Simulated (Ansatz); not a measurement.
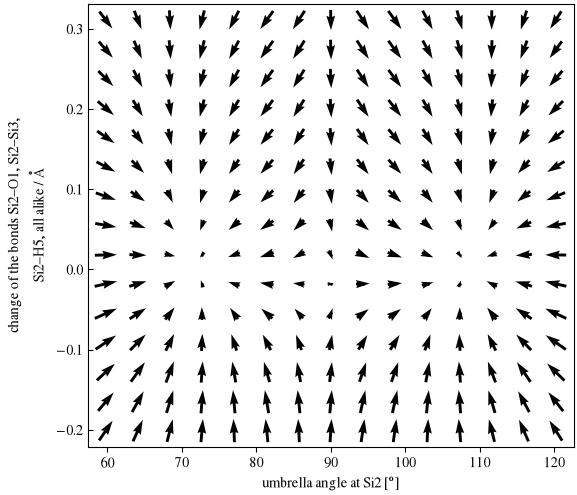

H₅OSi₂, SMILES O[SiH][SiH3], spin multiplicity 2. First axis: umbrella angle at Si2 (between each of its bonds and their common axis; 90 is planar). Second axis: change of the bonds Si2–O1, Si2–Si3, Si2–H5, all alike. Nothing is relaxed (all other coordinates rigid). Grid: 15 × 15 points. Points are written as (first, second). Method: UHF/def2-TZVP in Ansatz 0.2.0.

The picture shows dots at the grid points, arrows along the force (downhill), their lengths compressed.

> The arrows alone are given. Where are the wells?

The arrows converge at about (108°, 0.000 Å); about (72°, 0.00 Å) (8 kJ/mol up) (read from the interpolated surface).

The energy map of the same scan:

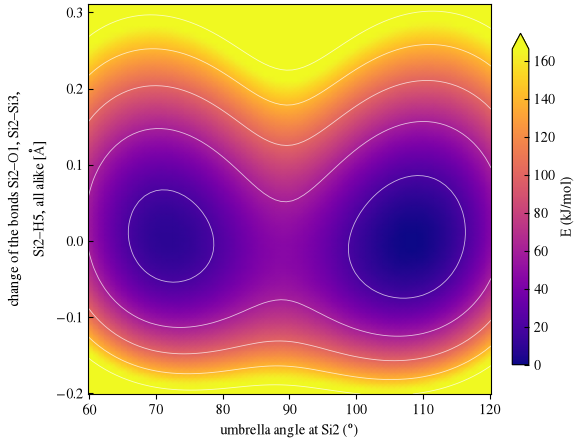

Energies are in kJ/mol, from the relaxed molecule at the same level; between grid points the surface is interpolated.
